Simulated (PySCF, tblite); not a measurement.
# C₇H₁₀FNSi: geometry, infrared bands and NMR shifts

Aim: predict the infrared bands and NMR shifts of C₇H₁₀FNSi (`CC(C)[C@]1(F)[SiH2]C=C1C#N`).

Computed with tblite 0.8.0 and PySCF 2.14.0, with density-fitted response routines of our own, on a single molecule in the gas phase. Atoms are numbered from 0 throughout.

### 1 Starting geometry

20 atoms, charge 0, multiplicity 1; geometry from: force field or distance geometry start.

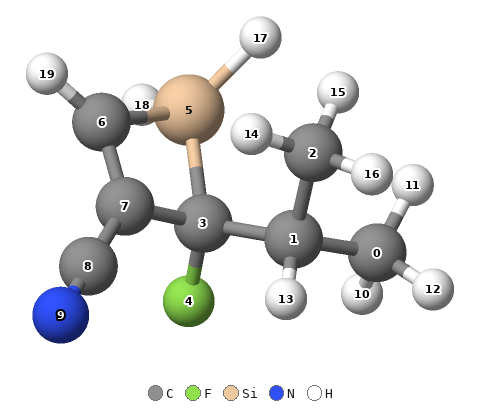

As it starts; carbon grey, fluorine green, silicon light orange, nitrogen blue, hydrogen white, atoms numbered.

### 2 Optimising the geometry with GFN2-xTB

Job settings and geometry (Å):

```
{"job": {"kind": "relax", "xc": "GFN2-xTB", "basis": "xTB"}, "charge": 0, "multiplicity": 1}
C     -2.075900    -0.115800    -0.708800
C     -0.822600     0.519100    -0.231000
C     -0.819500     0.420200     1.307000
C      0.433500    -0.162400    -0.794200
F      0.388100    -0.069600    -2.163800
Si     0.879700    -1.757800    -0.087100
C      2.147200    -0.535200     0.390000
C      1.626900     0.507800    -0.207700
C      2.046400     1.874400    -0.305300
N      2.357200     2.978900    -0.388900
H     -2.026200    -0.446500    -1.760900
H     -2.418600    -0.991900    -0.079500
H     -2.912600     0.648100    -0.570400
H     -0.827600     1.601500    -0.462100
H      0.126500     0.793900     1.736400
H     -1.049500    -0.611600     1.642400
H     -1.654700     1.091700     1.650200
H      0.074000    -2.320800     0.998400
H      1.467800    -2.778100    -0.964800
H      3.054800    -0.635200     0.996900
```

Command:

```
$ OMP_NUM_THREADS=1 python probes_run.py task.json out
```

The driver reads the jobs from task.json and runs them one after another.

Standard output:

```text
step      E/eV     max force
  0    -798.58632    4.668
  1    -799.05883    2.422
  2    -799.18405    1.117
  3    -799.22242    2.096
  4    -799.27661    0.950
  5    -799.31732    0.600
  6    -799.38480    0.399
  7    -799.39687    0.301
  8    -799.41351    0.265
  9    -799.42161    0.298
 10    -799.42916    0.208
 11    -799.43402    0.166
 12    -799.43958    0.181
 13    -799.44656    0.312
 14    -799.45507    0.332
 15    -799.46280    0.195
 16    -799.46859    0.168
 17    -799.47294    0.148
 18    -799.47664    0.159
 19    -799.48012    0.132
 20    -799.48376    0.172
 21    -799.48738    0.180
 22    -799.49043    0.133
 23    -799.49291    0.132
 24    -799.49521    0.155
 25    -799.49742    0.114
 26    -799.49937    0.086
 27    -799.50107    0.082
 28    -799.50265    0.120
 29    -799.50414    0.113
 30    -799.50533    0.073
 31    -799.50623    0.072
 32    -799.50714    0.079
 33    -799.50838    0.104
 34    -799.50988    0.111
 35    -799.51125    0.091
 36    -799.51231    0.080
 37    -799.51327    0.078
 38    -799.51435    0.089
 39    -799.51541    0.083
 40    -799.51619    0.055
 41    -799.51675    0.050
 42    -799.51735    0.064
 43    -799.51809    0.088
 44    -799.51888    0.080
 45    -799.51954    0.057
 46    -799.52011    0.050
 47    -799.52069    0.056
 48    -799.52132    0.077
 49    -799.52193    0.070
 50    -799.52246    0.053
 51    -799.52294    0.076
 52    -799.52347    0.066
 53    -799.52392    0.052
 54    -799.52423    0.034
 55    -799.52443    0.029
 56    -799.52458    0.028
 57    -799.52473    0.031
 58    -799.52487    0.030
 59    -799.52498    0.021
 60    -799.52506    0.019
 61    -799.52513    0.019
 62    -799.52520    0.025
 63    -799.52528    0.022
 64    -799.52536    0.020
 65    -799.52544    0.022
 66    -799.52553    0.025
 67    -799.52568    0.035
 68    -799.52587    0.046
 69    -799.52610    0.050
 70    -799.52635    0.041
 71    -799.52660    0.044
 72    -799.52682    0.042
 73    -799.52702    0.031
 74    -799.52721    0.033
 75    -799.52743    0.043
 76    -799.52765    0.048
 77    -799.52783    0.031
 78    -799.52795    0.027
 79    -799.52805    0.025
 80    -799.52818    0.036
 81    -799.52834    0.041
 82    -799.52850    0.026
 83    -799.52861    0.021
 84    -799.52871    0.020
 85    -799.52883    0.033
 86    -799.52897    0.033
 87    -799.52907    0.019
 88    -799.52913    0.015
 89    -799.52916    0.014
 90    -799.52920    0.016
 91    -799.52925    0.015
 92    -799.52929    0.014
 93    -799.52933    0.012
 94    -799.52936    0.013
 95    -799.52939    0.014
 96    -799.52942    0.010
 97    -799.52943    0.009
```

It took 0.79 s on 1 thread of Arm Neoverse V2, shared host; peak memory 0.18 GiB.

Step by step: (not every step is listed)

| step | energy from step 0 (eV) | largest force (eV/Å) |
| --- | --- | --- |
| 0 | 0.0000 | 4.6680 |
| 1 | -0.4725 | 2.4216 |
| 2 | -0.5977 | 1.1168 |
| 3 | -0.6361 | 2.0964 |
| 4 | -0.6903 | 0.9503 |
| 5 | -0.7310 | 0.5998 |
| 6 | -0.7985 | 0.3992 |
| 7 | -0.8106 | 0.3007 |
| 8 | -0.8272 | 0.2651 |
| 16 | -0.8823 | 0.1678 |
| 24 | -0.9089 | 0.1550 |
| 32 | -0.9208 | 0.0792 |
| 40 | -0.9299 | 0.0546 |
| 48 | -0.9350 | 0.0766 |
| 56 | -0.9383 | 0.0284 |
| 64 | -0.9390 | 0.0201 |
| 72 | -0.9405 | 0.0416 |
| 80 | -0.9419 | 0.0365 |
| 88 | -0.9428 | 0.0150 |
| 92 | -0.9430 | 0.0144 |
| 93 | -0.9430 | 0.0124 |
| 94 | -0.9430 | 0.0131 |
| 95 | -0.9431 | 0.0137 |
| 96 | -0.9431 | 0.0102 |
| 97 | -0.9431 | 0.0088 |

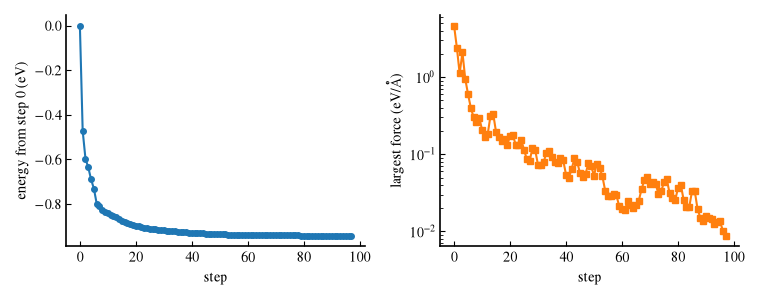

Energy and largest force along the relaxation.

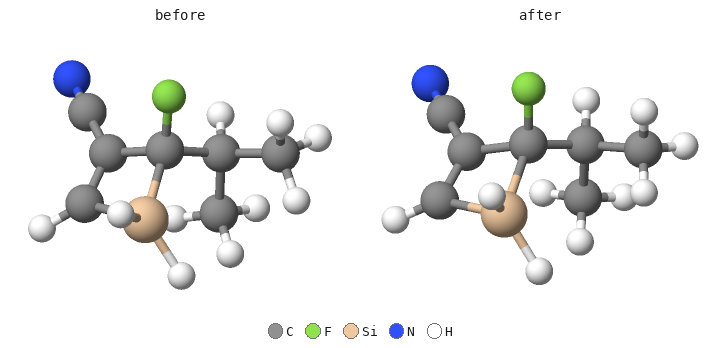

Before and after, at one scale.

Distances of close pairs at the start and the end, largest changes first:

| bond | before (Å) | after (Å) | change (Å) |
| --- | --- | --- | --- |
| C3–Si5 | 1.801 | 1.956 | +0.155 |
| Si5–C6 | 1.825 | 1.894 | +0.069 |
| C0–H12 | 1.141 | 1.087 | -0.054 |
| C0–H11 | 1.132 | 1.089 | -0.043 |
| C0–C1 | 1.484 | 1.527 | +0.043 |
| C2–H16 | 1.125 | 1.087 | -0.038 |
| C6–C7 | 1.310 | 1.346 | +0.036 |
| C3–C7 | 1.489 | 1.522 | +0.033 |

The final coordinates are the input of the step that follows.

### 3 Infrared spectrum with GFN2-xTB

Job settings and geometry (Å):

```
{"job": {"kind": "ir", "xc": "GFN2-xTB", "basis": "xTB"}, "charge": 0, "multiplicity": 1}
C     -2.115773    -0.215652    -0.689921
C     -0.896714     0.572232    -0.216805
C     -0.892470     0.714692     1.301374
C      0.375059    -0.108870    -0.712161
F      0.407666     0.018304    -2.105252
Si     0.925084    -1.894719    -0.132832
C      2.273005    -0.678408     0.405152
C      1.676564     0.409585    -0.117231
C      2.093273     1.747313    -0.139526
N      2.404567     2.852550    -0.153291
H     -2.098790    -0.325601    -1.771604
H     -2.119489    -1.207858    -0.241292
H     -3.032134     0.297872    -0.409232
H     -0.927967     1.573567    -0.665690
H     -0.057236     1.325891     1.636323
H     -0.821710    -0.260931     1.778815
H     -1.812814     1.192002     1.628736
H      0.147741    -2.534413     0.923442
H      1.249411    -2.773884    -1.246903
H      3.217577    -0.692994     0.924860
```

Standard output:

```text
mode    cm-1     km/mol
  1      66.3      1.29
  2      80.5      3.09
  3     109.1      2.01
  4     139.3      0.86
  5     173.9      0.44
  6     204.5      0.04
  7     224.0      1.18
  8     239.8      5.53
  9     269.7      4.62
 10     323.0      0.27
 11     374.6      3.30
 12     388.3      6.37
 13     435.1      0.63
 14     450.8     14.25
 15     467.8     22.12
 16     513.1      0.90
 17     520.9     98.25
 18     607.8    158.44
 19     624.6     12.77
 20     649.9     11.43
 21     753.1     82.62
 22     774.4    218.02
 23     804.8     20.64
 24     835.4      3.22
 25     930.1      2.07
 26     950.0      0.64
 27     977.2     19.08
 28    1008.2     52.51
 29    1026.2      8.73
 30    1105.7     17.99
 31    1153.5      1.05
 32    1168.8      1.24
 33    1200.1      5.31
 34    1224.7      6.57
 35    1308.5      6.21
 36    1314.8      2.20
 37    1407.8      5.37
 38    1420.9      6.27
 39    1488.1      0.13
 40    1494.4      2.58
 41    1498.9      2.91
 42    1505.5      6.61
 43    1593.3      1.54
 44    2296.4    325.20
 45    2335.4    251.47
 46    2351.3    145.76
 47    2916.4     22.73
 48    3018.4     12.52
 49    3025.7     65.93
 50    3032.8     15.81
 51    3037.9     34.35
 52    3044.4     23.21
 53    3045.5     21.92
 54    3086.4     31.44
```

Run time: 0.83 s. Hardware: 1 thread of Arm Neoverse V2, shared host; peak memory 0.18 GiB.

Which atoms move in the most intense modes:

| cm⁻¹ | km/mol | atoms |
| --- | --- | --- |
| 521 | 98.2 | H18 22 %, H17 18 %, Si5 11 %, F4 10 % |
| 608 | 158.4 | H17 41 %, H18 36 % |
| 753 | 82.6 | H17 35 %, H18 32 %, C6 19 % |
| 774 | 218.0 | C6 29 %, Si5 23 %, H19 17 %, H17 14 % |
| 2296 | 325.2 | H17 96 % |
| 2335 | 251.5 | H18 96 % |
| 2351 | 145.8 | C8 60 %, N9 39 % |
| 3026 | 65.9 | H15 74 %, H11 16 % |

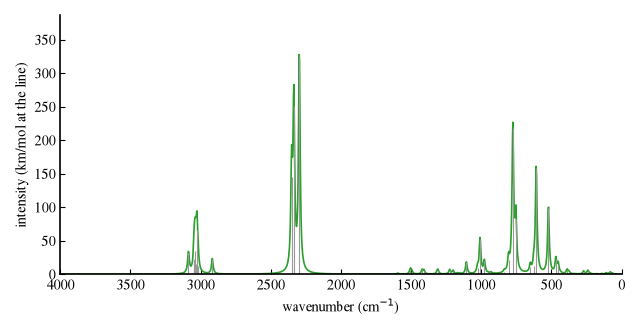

The infrared spectrum from these modes, unscaled. Lines are broadened to a width of 14 cm⁻¹ (Lorentzian).

### 4 Shielding tensors: PBE0/pcSseg-1

The job, as its differences from that of step 3:

```diff
@@ -1,2 +1,2 @@
-{"job": {"kind": "ir", "xc": "GFN2-xTB", "basis": "xTB"}, "charge": 0, "multiplicity": 1}
+{"job": {"kind": "nmr", "xc": "PBE0", "basis": "pcSseg-1"}, "charge": 0, "multiplicity": 1}
 C     -2.115773    -0.215652    -0.689921
```

Level: GIAO PBE0/pcSseg-1 NMR shielding, non-relativistic, gas phase.

Standard output:

```text
coarse grid: 17576 points
cycle   1  E = -715.9613631340  dE =  1.312e+00  |g| = 6.537e-01  |ddm| = 4.215e+00
cycle   2  E = -715.8041678426  dE =  1.572e-01  |g| = 1.118e+00  |ddm| = 1.560e+00
cycle   3  E = -716.0403017664  dE = -2.361e-01  |g| = 2.466e-01  |ddm| = 1.096e+00
cycle   4  E = -716.0533951848  dE = -1.309e-02  |g| = 6.566e-02  |ddm| = 2.503e-01
cycle   5  E = -716.0541749916  dE = -7.798e-04  |g| = 2.354e-02  |ddm| = 6.760e-02
cycle   6  E = -716.0542795861  dE = -1.046e-04  |g| = 4.455e-03  |ddm| = 2.531e-02
cycle   7  E = -716.0542836122  dE = -4.026e-06  |g| = 1.345e-03  |ddm| = 4.898e-03
final grid: 166704 points
cycle   8  E = -716.1202413716  dE = -5.422e-05  |g| = 9.603e-03  |ddm| = 4.459e-02
cycle   9  E = -716.1202218232  dE =  1.955e-05  |g| = 1.355e-02  |ddm| = 2.268e-02
cycle  10  E = -716.1202637609  dE = -4.194e-05  |g| = 1.832e-03  |ddm| = 1.369e-02
cycle  11  E = -716.1202643766  dE = -6.157e-07  |g| = 5.535e-04  |ddm| = 1.791e-03
cycle  12  E = -716.1202644268  dE = -5.018e-08  |g| = 2.926e-04  |ddm| = 6.388e-04
cycle  13  E = -716.1202644438  dE = -1.701e-08  |g| = 7.225e-05  |ddm| = 2.714e-04
cycle  14  E = -716.1202644448  dE = -9.909e-10  |g| = 3.203e-05  |ddm| = 9.322e-05
cycle  15  E = -716.1202644450  dE = -2.583e-10  |g| = 5.653e-06  |ddm| = 3.698e-05
converged SCF energy = -716.1202644450

GIAO shielding tensors (ppm)
atom      isotropic    diamagn.    paramagn.     s11        s22        s33       span
  0 C      164.842     247.751     -82.909    150.106    158.456    185.964     35.858
  1 C      150.962     247.014     -96.053    140.732    150.926    161.228     20.496
  2 C      166.809     250.225     -83.417    153.298    162.137    184.990     31.691
  3 C       73.905     245.229    -171.325     51.798     64.122    105.794     53.996
  4 F      347.904     477.091    -129.188    317.152    358.530    368.029     50.876
  5 Si     386.624     880.094    -493.470    355.016    380.548    424.307     69.291
  6 C       19.802     252.753    -232.950    -98.510     -9.082    166.999    265.509
  7 C       37.724     264.983    -227.259    -73.392     48.204    138.359    211.750
  8 C       68.579     257.787    -189.208    -48.446    -40.335    294.517    342.963
  9 N      -63.412     341.147    -404.559   -205.069   -200.470    215.301    420.370
 10 H       29.915      30.163      -0.249     24.970     28.673     36.101     11.131
 11 H       31.228      30.928       0.300     27.425     29.977     36.282      8.857
 12 H       30.552      29.639       0.913     26.156     27.801     37.699     11.544
 13 H       29.429      33.045      -3.616     26.636     27.477     34.175      7.539
 14 H       30.571      32.480      -1.909     25.368     29.795     36.550     11.182
 15 H       31.283      32.077      -0.794     27.532     30.168     36.147      8.615
 16 H       30.624      30.610       0.014     26.267     28.018     37.587     11.320
 17 H       26.682      29.306      -2.624     23.178     26.027     30.841      7.663
 18 H       26.953      28.906      -1.953     24.115     24.752     31.993      7.878
 19 H       24.197      30.796      -6.599     21.189     24.847     26.555      5.366
```

It took 52 s on 1 thread of Arm Neoverse V2, shared host; peak memory 1 GiB.

Shifts follow as δ = σ(reference) − σ, with reference shieldings (ppm) from runs at the same level and on the same kind of geometry: ¹H TMS 31.72, ¹³C TMS 186.9, ²⁹Si TMS 349.2, ¹⁹F CFCl3 170.9, ¹⁵N NH3 267.7. The references are single molecules in the gas phase, so shifts against H2O, NH3, PH3, H3PO4 or CFCl3 are not on the usual liquid scales and can be off by tens of ppm. Atoms listed in one row are averaged.

| atoms | environment | σ (ppm) | δ (ppm) | δ scaled to CDCl3 |
| --- | --- | --- | --- | --- |
| C6 | alkene CH | 19.8 | 167.1 | 161.2 |
| C7 | fully substituted alkene carbon | 37.7 | 149.2 | 143.7 |
| C8 | nitrile carbon | 68.6 | 118.3 | 113.6 |
| C3 | allylic fully substituted sp3 carbon bonded to F and Si | 73.9 | 113.0 | 108.4 |
| C1 | sp3 CH | 151.0 | 36.0 | 33.2 |
| C0 | methyl carbon | 164.8 | 22.1 | 19.6 |
| C2 | methyl carbon | 166.8 | 20.1 | 17.7 |
| H19 | hydrogen on an alkene CH | 24.20 | 7.52 | 7.20 |
| H17 | hydrogen on a silicon bonded to 2 C, in a 4-membered ring | 26.68 | 5.04 | – |
| H18 | hydrogen on a silicon bonded to 2 C, in a 4-membered ring | 26.95 | 4.76 | – |
| H13 | hydrogen on an sp3 CH | 29.43 | 2.29 | 2.26 |
| H10, H11, H12 | hydrogen on a methyl carbon | 30.56 | 1.15 | 1.19 |
| H14, H15, H16 | hydrogen on a methyl carbon | 30.83 | 0.89 | 0.95 |
| F4 | fluorine on an sp3 carbon | 347.9 | -177.0 | – |
| Si5 | silicon bonded to 2 C, 2 H, in a 4-membered ring | 386.6 | -37.5 | – |
| N9 | nitrile nitrogen | -63.4 | 331.1 | – |

The scaled column applies a straight-line fit of computed shieldings to shifts measured in CDCl3, and one for carbons that bear F (root-mean-square error 0.16 ppm for H, 1.9 ppm for C).

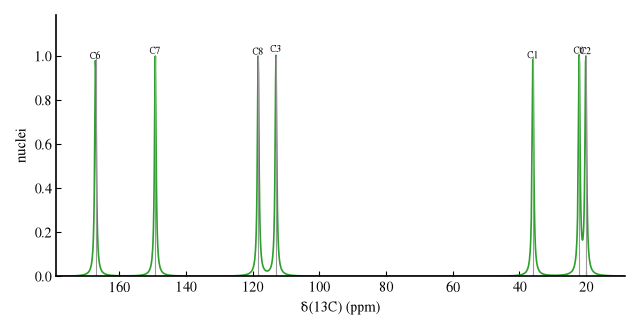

¹³C lines at the computed shifts, without couplings. Lines are broadened to a width of 0.59 ppm (Lorentzian).

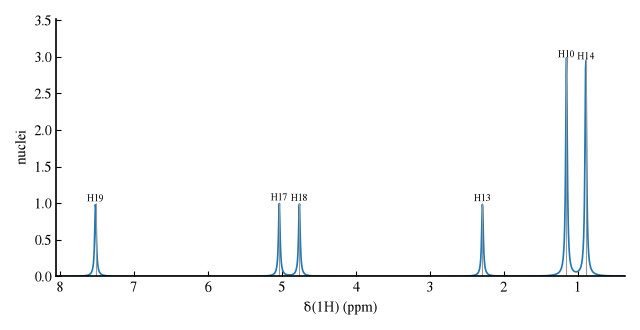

¹H lines at the computed shifts, without couplings. Lines are broadened to a width of 0.03 ppm (Lorentzian).

Charges from the same density, by scheme (e):

| atoms | Mulliken | IAO | Hirshfeld | ESP fit |
| --- | --- | --- | --- | --- |
| C0 | -0.21 | -0.42 | -0.12 | -0.56 |
| C1 | -0.33 | -0.11 | -0.03 | 0.37 |
| C2 | -0.21 | -0.42 | -0.12 | -0.55 |
| C3 | 0.01 | 0.08 | 0.03 | 0.05 |
| F4 | -0.32 | -0.33 | -0.11 | -0.24 |
| Si5 | 0.66 | 0.72 | 0.35 | 0.47 |
| C6 | -0.22 | -0.36 | -0.10 | -0.32 |
| C7 | -0.17 | -0.04 | 0.01 | -0.09 |
| C8 | 0.19 | 0.14 | 0.08 | 0.44 |
| N9 | -0.23 | -0.22 | -0.20 | -0.45 |

IAO charges:

C0 -0.42; C1 -0.11; C2 -0.42; C3 0.08; F4 -0.33; Si5 0.72; C6 -0.36; C7 -0.04; C8 0.14; N9 -0.22; H10 0.15; H11 0.13; H12 0.14; H13 0.14; H14 0.14; H15 0.13; H16 0.15; H17 -0.11; H18 -0.10; H19 0.17

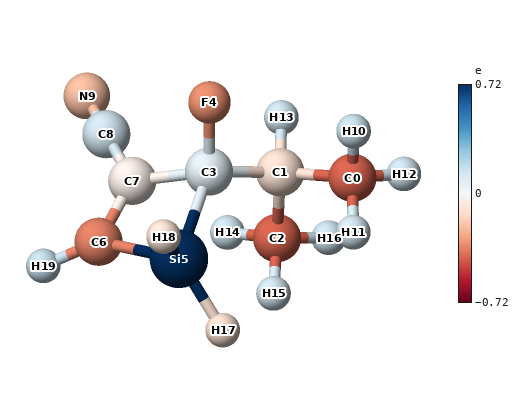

IAO charges, as colours on the atoms.

Mayer bond orders: C0–C1 1.04, C1–C2 1.03, C1–C3 0.96, C3–F4 0.83, C3–Si5 0.85, Si5–C6 0.91, C6–C7 1.72, C7–C8 1.03, C8–N9 3.00, C7–C3 0.93.

Ring of atoms C3, Si5, C6, C7: NICS(0) 0.1, NICS(1) -3.3, NICS(1)zz 0.9 ppm (means of both faces; NICS(1) differs between them: -4.7 and -1.9).

### 5 What came out

| quantity | value |
| --- | --- |
| strongest single infrared mode (GFN2-xTB) | 2296 cm⁻¹, 325 km/mol |
| zero-point energy (GFN2-xTB) | 92.9 kcal/mol |
| ¹³C shifts against TMS (PBE0/pcSseg-1) | 167.1, 149.2, 118.3, 113.0, 36.0, 22.1, 20.1 ppm |
| ¹H shifts against TMS (PBE0/pcSseg-1, means over atoms taken as alike) | 7.52, 5.04, 4.76, 2.29, 1.15, 0.89 ppm |
| ¹⁹F shifts against CFCl3 (PBE0/pcSseg-1) | -177.0 ppm |
| ²⁹Si shifts against TMS (PBE0/pcSseg-1) | -37.5 ppm |
| ¹⁵N shifts against NH3 (PBE0/pcSseg-1) | 331.1 ppm |

What this shows: The optimisation took 97 steps and gained 0.943 eV; among the close pairs (by a distance rule), C3–Si5 changed most, from 1.801 to 1.956 Å. All 54 modes are real, so the xTB geometry is a minimum. The strongest single mode, at 2296 cm⁻¹, moves mainly H17. Unscaled tight-binding wavenumbers are off by several per cent, some by more. Its intensities can rank the bands wrongly. H19 (hydrogen on an alkene CH) lies farthest downfield among hydrogen, at 7.52 ppm; attached to an sp2 carbon and in the plane of the double bond. At PBE0/pcSseg-1: Shielding is most anisotropic at N9 (span 420 ppm, paramagnetic term -405 ppm).
